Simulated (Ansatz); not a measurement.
Stretching the Al1–Br4 bond in AlBrFH (SMILES [F][AlH][Br]) (multiplicity 1 held, fragments rigid). Energies count from the point at 2.246 Å.
Geometry at that point (charge 0, multiplicity 1):
```xyz
4

Al     0.143    -1.022     0.686
H     -0.746    -2.286     0.873
F      1.568    -0.902     1.501
Br    -0.435     0.677    -0.666
```

Restricted levels (R-, RO-) in cc, def2 and unpolarised 6-31G sets keep to the state of the molecule at rest. Unrestricted levels (U-) break spin symmetry where that is lower. Active spaces are followed from a long bond inwards. Levels need not reach the same state.

Frozen-core correlation. Filled d and f shells under p-block atoms count as core.

Programs: Ansatz (Gaussian basis) for Hartree–Fock, density functionals and correlated methods. Each number belongs to the level named beside it.

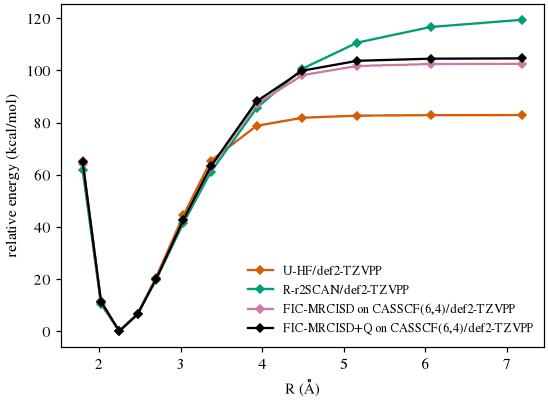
Relative energy along the coordinate

Doubts at one or more of the structures used: a spin-contaminated determinant (U-HF/def2-TZVPP); a restricted determinant that unrestricted orbitals would lower (R-r2SCAN/def2-TZVPP); active orbitals that take no part (FIC-MRCISD on CASSCF(6,4)/def2-TZVPP, FIC-MRCISD+Q on CASSCF(6,4)/def2-TZVPP).

Ansatz is a first-principles code.
